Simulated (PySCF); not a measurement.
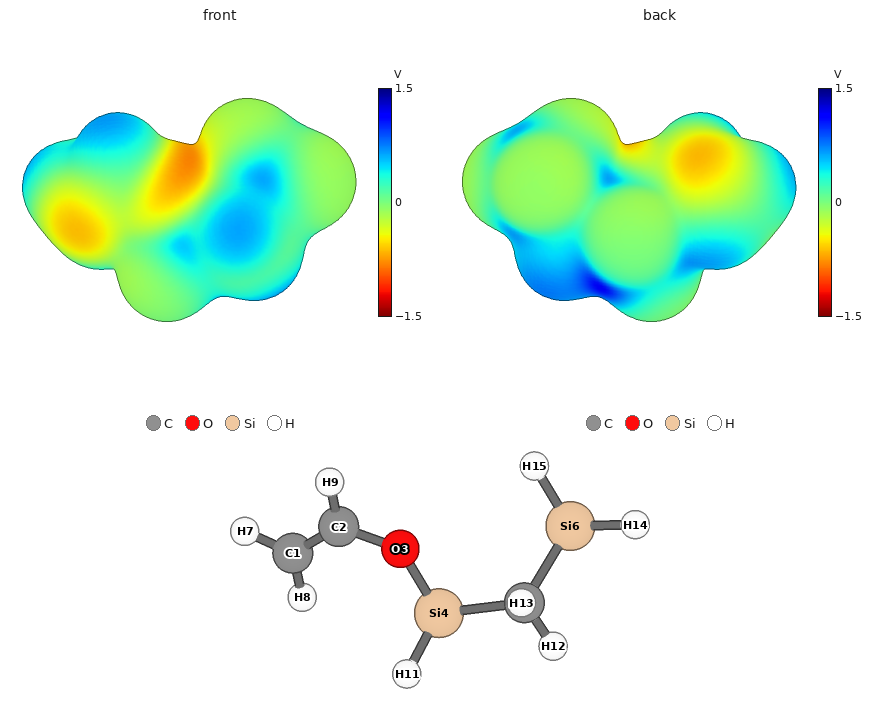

*C₃H₁₀OSi₂ (SMILES C=CO[SiH2]C[SiH3]). The molecular electrostatic potential painted on the density surface at 0.001 e/bohr³, seen from the front and from behind; red is negative and blue positive. The bare structure is drawn below in the same view.*

Geometry: GFN2-xTB, NEB image 0 of 0 to 8.

Level of theory: PBE0/pcSseg-1, SCF density, gas phase, non-relativistic in PySCF 2.14.0.

Input

```
{"job": {"kind": "nmr", "xc": "PBE0", "basis": "pcSseg-1", "pop": false}, "charge": 0, "multiplicity": 1}
C      3.060000    -0.238000     0.450700
C      2.094100     0.559300     0.868700
O      0.870300     0.678500     0.332700
Si     0.170300    -0.034100    -0.957200
C     -1.576900     0.682100    -0.909100
Si    -2.592800     0.244400     0.634300
H      4.008200    -0.263800     0.952600
H      2.926100    -0.882000    -0.399600
H      2.221800     1.213400     1.724600
H      0.174800    -1.494500    -0.820700
H      0.889600     0.326500    -2.186100
H     -2.103900     0.329100    -1.794300
H     -1.524900     1.766700    -1.000900
H     -3.913100     0.878600     0.531000
H     -1.938900     0.719000     1.854200
H     -2.772300    -1.208700     0.707700
```

Command:

```sh
OMP_NUM_THREADS=1 python probes_run.py task.json out
```

Which sites attract a positive test charge, and which a negative one?

Answer. A positive charge is drawn to the negative regions and a negative charge to the positive ones. The most negative region (about −0.8 V) lies over O3, the most positive (about +1.1 V) over Si4.
